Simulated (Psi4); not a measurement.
# GeH2ClF (SMILES [F][GeH2][Cl]): MP2/cc-pVQZ (density fitting with def2-universal-jkfit, density fitting for correlation, sweep point 5)

What is the vertical electron affinity of GeH2ClF at MP2/cc-pVQZ (density fitting with def2-universal-jkfit, density fitting for correlation, sweep point 5)? 

Program for the calculation: Psi4 1.11.

## (1) Starting point

GeH2ClF: 5 atoms, total charge 0, spin state singlet. SMILES: `[F][GeH2][Cl]`. Geometry: relaxed at PBE0-D4/def2-TZVP.

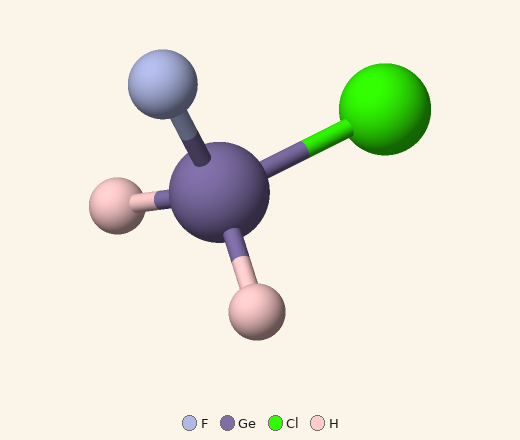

Viewed from a chosen angle; fluorine light blue, germanium purple, chlorine green, hydrogen pink.

## (2) A single-point energy at MP2/cc-pVQZ (density fitting with def2-universal-jkfit, density fitting for correlation, sweep point 5)

job.inp

```
memory 1600 mb

molecule m {
  0 1
  F     -0.242000    -0.508000     1.588600
  Ge     0.139900    -0.089200    -0.045500
  Cl    -1.390300     1.244900    -0.698900
  H      0.067600    -1.375500    -0.867400
  H      1.474700     0.654200    -0.018300
  units angstrom
  symmetry c1
}

set {
  basis cc-pVQZ
  puream true
  scf_type df
  num_frozen_docc 15
  df_basis_scf def2-universal-jkfit
}

E, wfn = energy("mp2", return_wfn=True)
```

Launch:

```
$ psi4 -i job.inp -o job.out -n 1
```

job.out:

```text
[...]
  Running in c1 symmetry.
[...]
  Nuclear repulsion =  281.182606757185397
[...]
  Multiplicity = 1
[...]
  Nalpha       = 30
  Nbeta        = 30
[...]
    Number of basis functions: 242
[...]
   @DF-RHF iter   1: -2634.64449671620696   -3.21356e+00   9.42690e-03 DIIS/ADIIS
[...]
   @DF-RHF iter  11: -2635.66861083992535   -4.91127e-11   6.43344e-09 DIIS
[...]
    Orbital Energies [Eh]
    ---------------------
    Doubly Occupied:
       1A   -405.300924     2A   -104.838547     3A    -52.204801
       4A    -46.293098     5A    -46.292540     6A    -46.291884
       7A    -26.271778     8A    -10.565332     9A     -8.032147
      10A     -8.030889    11A     -8.030835    12A     -7.252745
      13A     -5.229935    14A     -5.228627    15A     -5.226801
      16A     -1.719216    17A     -1.707479    18A     -1.703326
      19A     -1.700979    20A     -1.700781    21A     -1.546299
      22A     -1.099806    23A     -0.768145    24A     -0.651115
      25A     -0.647282    26A     -0.626350    27A     -0.531604
      28A     -0.520060    29A     -0.477986    30A     -0.461889
[...]
  @DF-RHF Final Energy: -2635.66861083992535
   => Energetics <=
    Nuclear Repulsion Energy =            281.1826067571853969
    One-Electron Energy =               -4231.7960259404972021
    Two-Electron Energy =                1314.9448083433865122
    Total Energy =                      -2635.6686108399253499
[...]
 Multipole Moments:
 ------------------------------------------------------------------------------------
     Multipole            Electronic (a.u.)      Nuclear  (a.u.)        Total (a.u.)
 ------------------------------------------------------------------------------------
 L = 1.  Multiply by 2.5417464519 to convert [e a0] to [Debye]
 Dipole X            :          2.0602647           -1.3410865            0.7191782
 Dipole Y            :         -1.6458137            1.4129620           -0.2328517
 Dipole Z            :          0.5205546           -1.1556266           -0.6350720
 Magnitude           :                                                    0.9872961
[...]
```

It took 8.4 s on 1 thread of AMD EPYC 9R45 (Zen 5), shared host; peak memory 0.82 GiB.

## (3) The doublet anion

calc.dat

```
memory 1.6 GB

molecule {
  -1 2
  F     -0.242000    -0.508000     1.588600
  Ge     0.139900    -0.089200    -0.045500
  Cl    -1.390300     1.244900    -0.698900
  H      0.067600    -1.375500    -0.867400
  H      1.474700     0.654200    -0.018300
  symmetry c1
}

set globals {
  basis           cc-pVQZ
  reference       uhf
  puream          true
  scf_type        df
  num_frozen_docc 15
  maxiter         100
  df_basis_scf    def2-universal-jkfit
}

e_tot, wfn = energy("mp2", return_wfn=True)
```

Launch:

```
$ psi4 -n 1 calc.dat calc.out
```

calc.out:

```text
[...]
  Running in c1 symmetry.
[...]
  Nuclear repulsion =  281.182606757185397
[...]
  Multiplicity = 2
[...]
  Nalpha       = 31
  Nbeta        = 30
[...]
    Number of basis functions: 242
[...]
   @DF-UHF iter   1: -2634.29791868243228   -2.86698e+00   9.90163e-03 ADIIS/DIIS
[...]
   @DF-UHF iter  25: -2635.59296117665417   -1.41881e-10   9.71006e-09 DIIS
[...]
   @S^2 Observed:                7.559061846E-01
[...]
    Orbital Energies [Eh]
    ---------------------
    Alpha Occupied:
       1A   -405.079584     2A   -104.646937     3A    -51.983241
       4A    -46.071896     5A    -46.071190     6A    -46.070453
       7A    -26.072155     8A    -10.375106     9A     -7.841959
      10A     -7.840814    11A     -7.840411    12A     -7.032277
      13A     -5.010154    14A     -5.008430    15A     -5.006530
      16A     -1.502603    17A     -1.486016    18A     -1.483554
      19A     -1.481433    20A     -1.479541    21A     -1.352600
      22A     -0.914985    23A     -0.569445    24A     -0.454943
      25A     -0.453431    26A     -0.436342    27A     -0.330322
      28A     -0.329420    29A     -0.298733    30A     -0.267864
      31A      0.063292
[...]
  @DF-UHF Final Energy: -2635.59296117665417
   => Energetics <=
    Nuclear Repulsion Energy =            281.1826067571853969
    One-Electron Energy =               -4244.1196305171470158
    Two-Electron Energy =                1327.3440625833072772
    Total Energy =                      -2635.5929611766541711
  UHF NO Occupations:
  HONO-2 :   29  A 1.9996021
  HONO-1 :   30  A 1.9978946
  HONO-0 :   31  A 1.0000000
  LUNO+0 :   32  A 0.0021054
  LUNO+1 :   33  A 0.0003979
[...]
 Multipole Moments:
 ------------------------------------------------------------------------------------
     Multipole            Electronic (a.u.)      Nuclear  (a.u.)        Total (a.u.)
 ------------------------------------------------------------------------------------
 L = 1.  Multiply by 2.5417464519 to convert [e a0] to [Debye]
 Dipole X            :          0.9134899           -1.3410865           -0.4275966
 Dipole Y            :         -1.1499203            1.4129620            0.2630418
 Dipole Z            :          1.2356006           -1.1556266            0.0799739
 Magnitude           :                                                    0.5083558
[...]
```

Run time: 14 s. Hardware: 1 thread of AMD EPYC 9R45 (Zen 5), shared host; peak memory 0.83 GiB.

## (4) What came out

At MP2/cc-pVQZ (density fitting with def2-universal-jkfit, density fitting for correlation, sweep point 5), 15 core orbitals frozen:

```
                                                                 quantity           value
                                            singlet GeH2ClF: total energy  -2636.41872 Eh
                     singlet GeH2ClF: HOMO energy (Hartree–Fock orbitals)       -12.57 eV
                     singlet GeH2ClF: LUMO energy (Hartree–Fock orbitals)         2.34 eV
                   singlet GeH2ClF: HOMO–LUMO gap (Hartree–Fock orbitals)        14.91 eV
            singlet GeH2ClF: correlation energy (15 core orbitals frozen)      -750.1 mEh
                                              doublet anion: total energy  -2636.36500 Eh
doublet anion: HOMO energy (Hartree–Fock orbitals) (highest over α and β)         1.72 eV
 doublet anion: LUMO energy (Hartree–Fock orbitals) (lowest over α and β)         6.94 eV
              doublet anion: correlation energy (15 core orbitals frozen)      -772.0 mEh
                         doublet anion: ⟨S²⟩ of the reference determinant           0.756
                        vertical electron affinity (to the doublet anion)       -1.462 eV
```

In words: The anion lies 1.46 eV (141 kJ/mol) above the neutral: the electron isn't bound at this level, and such a value depends on the basis. Without diffuse functions anions come out too high. The HOMO (doublet anion) lies at positive energy, 1.72 eV: the electron is unbound at this level or held by a compact basis; values depend on the basis.
